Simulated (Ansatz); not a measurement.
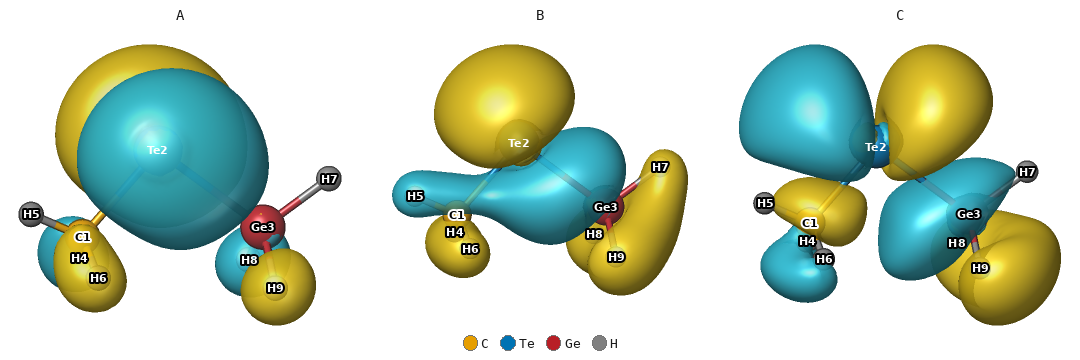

Figure 1: CH6GeTe. Three frontier orbitals at ±0.06 Å⁻³ᐟ² (yellow and cyan are the two phases), in no order.

Geometry: PBE0-D4/def2-TZVP; core potentials replace the inner electrons of Te.

Computed with Ansatz, RKS PBE0-D4/def2-TZVPP.

```json
{"atom": "C", "x (Å)": "-0.7941", "y (Å)": "1.1895", "z (Å)": "-0.9888"}
{"atom": "Te", "x (Å)": "1.2691", "y (Å)": "0.6152", "z (Å)": "-0.8073"}
{"atom": "Ge", "x (Å)": "0.8083", "y (Å)": "-1.1658", "z (Å)": "0.9539"}
{"atom": "H", "x (Å)": "-1.3844", "y (Å)": "0.3409", "z (Å)": "-1.3262"}
{"atom": "H", "x (Å)": "-0.8314", "y (Å)": "1.9834", "z (Å)": "-1.7328"}
{"atom": "H", "x (Å)": "-1.1581", "y (Å)": "1.5623", "z (Å)": "-0.0344"}
{"atom": "H", "x (Å)": "2.1557", "y (Å)": "-1.8040", "z (Å)": "1.3189"}
{"atom": "H", "x (Å)": "-0.1471", "y (Å)": "-2.2356", "z (Å)": "0.3969"}
{"atom": "H", "x (Å)": "0.1704", "y (Å)": "-0.5324", "z (Å)": "2.2026"}
```

**Order the three orbitals by energy and name them.**

B is the HOMO−1 (−7.98 eV). By Hirshfeld shares it lies mainly on Te2 (about 60 %) and Ge3 (about 25 %). A is the HOMO (−6.06 eV). It lies mainly on Te2 (about 85 %) and Ge3 (about 5 %). C is the LUMO (−0.78 eV). By Hirshfeld shares it lies mainly on Te2 (about 50 %), Ge3 (about 25 %) and C1 (about 10 %).

**What is the HOMO–LUMO gap?**

5.28 eV between the orbital energies.
